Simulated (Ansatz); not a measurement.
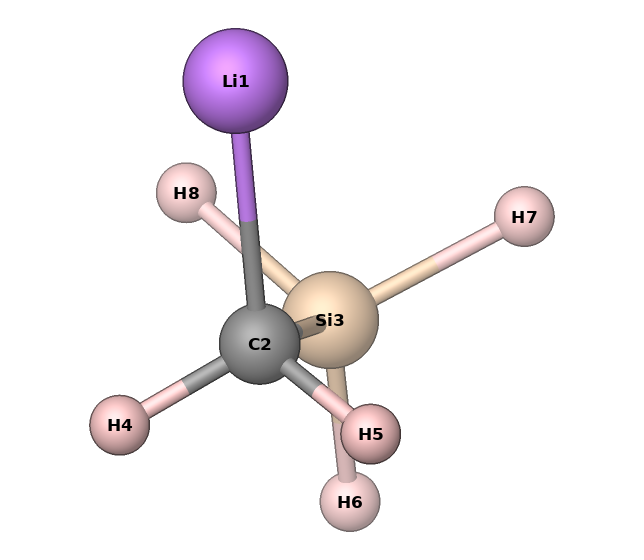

Si3 lies behind C2. The molecule seen a little off the C2–Si3 bond, C2 in front. Atoms fade into the background with distance from the viewer. Computed geometry: PBE-D4/def2-SVP optimisation. No frequency run is at hand to confirm it as a minimum.

What is the torsion angle Li1–C2–Si3–H6? The sign is positive where the front bond must turn clockwise to cover the back bond.

−177°, antiperiplanar (anti). The bonds about C2–Si3 are staggered.
